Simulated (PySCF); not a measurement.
# CH3Cl2FGe (SMILES [F][GeH2][CH](Cl)Cl): what the fields show

```xyz
8

F     1.6371   -1.2644    0.6898
Ge    0.9641    0.2407    0.1207
C    -0.9865   -0.1696   -0.0317
Cl   -1.9079    1.3384    0.0736
Cl   -1.2309   -0.9410   -1.6047
H     1.6064    0.4392   -1.2166
H     1.3064    1.2105    1.2172
H    -1.3796   -0.8444    0.7272
```

Geometry: GFN2-xTB.

The calculation used PySCF 2.14.0, CAM-B3LYP/def2-SVPD, SCF density, gas phase.

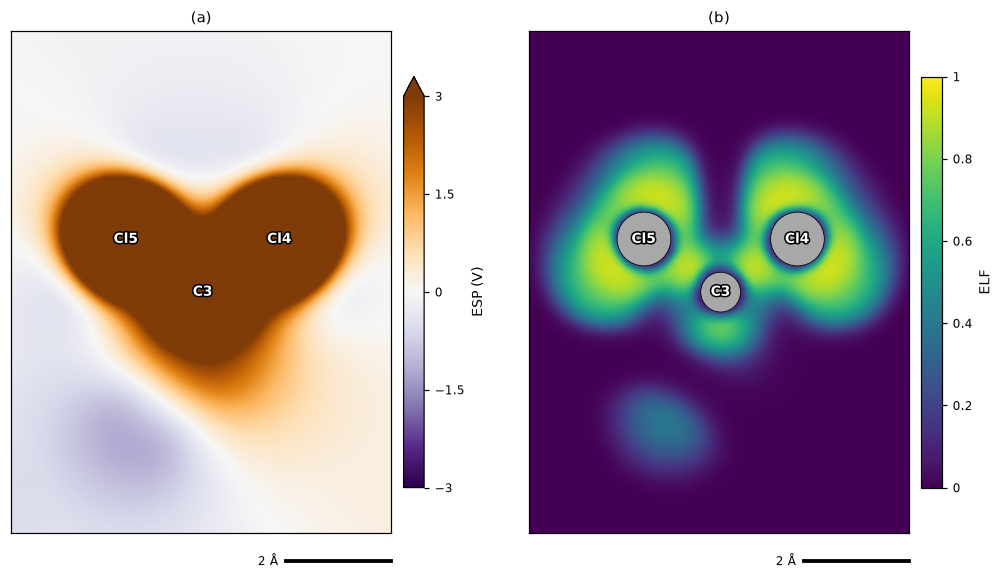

Figure 1. (a) molecular electrostatic potential; (b) electron localisation function on the plane of atoms Cl4, C3 and Cl5. Grey discs cover the atomic cores in the ELF map.

What do the fields say about this system?

Answer. The plane passes through C and Cl nuclei.
C–Cl (1.77 Å): the ELF peaks at about 0.90 between the atoms: a covalent bond.
The ELF also peaks beside Cl5 and Cl4, away from the bonds: lone-pair regions.
Outside the dense part of the molecule the potential is most negative (−1.2 V) near F1, which lies off the plane.

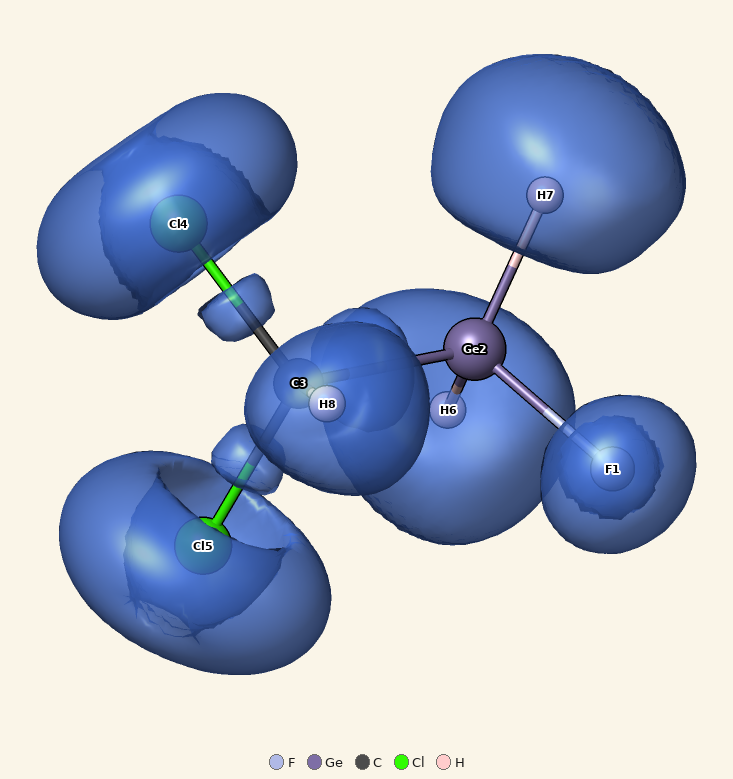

Figure 2. Isosurface of the ELF at 0.8 (blue), seen at a tilt. Core shells and regions of very low density are left out.

Describe the localisation domains.

Answer. The surface consists of two regions between bonded C–Cl atoms (shared pairs), three regions around hydrogen nuclei, one lobe of the valence shell of C pointing towards Ge (polar bonds), two rings or bowls of non-bonding electrons around Cl and one region wrapped around F (its valence shell). Profiles from the grid: Ge–F (1.74 Å): the ELF peaks at about 0.80 in the valence shell of F, 0.5 Å from its nucleus, and is about 0.20 at the midpoint.

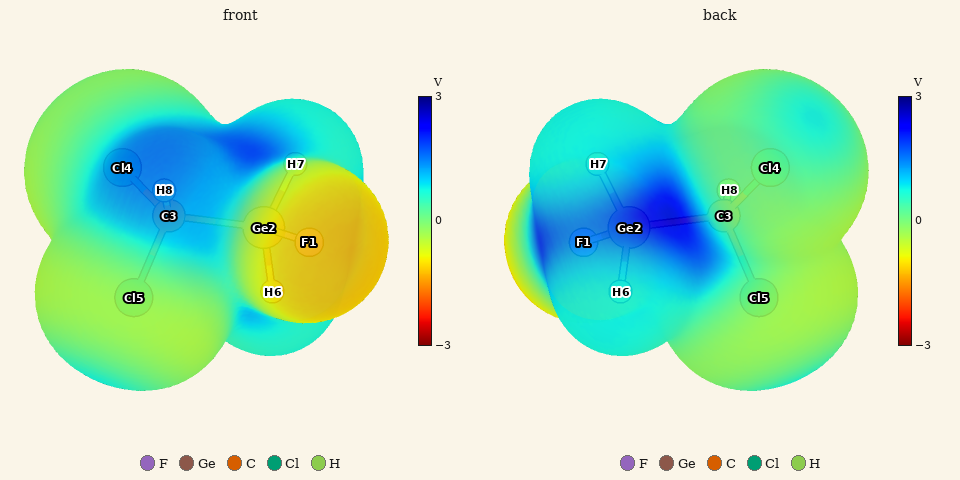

Figure 3. The electrostatic potential painted on the density surface at 0.002 e/bohr³, seen from the front and from behind; the colour scale runs from red (negative) to blue (positive).

Which sites attract a positive test charge, and which a negative one?

Answer. A positive charge is drawn to the negative regions and a negative charge to the positive ones. The most negative region (about −1.2 V, or −28 kcal/mol for a unit charge) lies over F1, the most positive (about +2.3 V, or +53 kcal/mol for a unit charge) over Ge2. Cl4 shows a σ-hole: about +0.8 V, or +18 kcal/mol for a unit charge at the tip opposite its bond, against about −0.1 V on its flanks. Cl5 shows a σ-hole: about +0.7 V, or +16 kcal/mol for a unit charge at the tip opposite its bond, against about −0.2 V on its flanks.
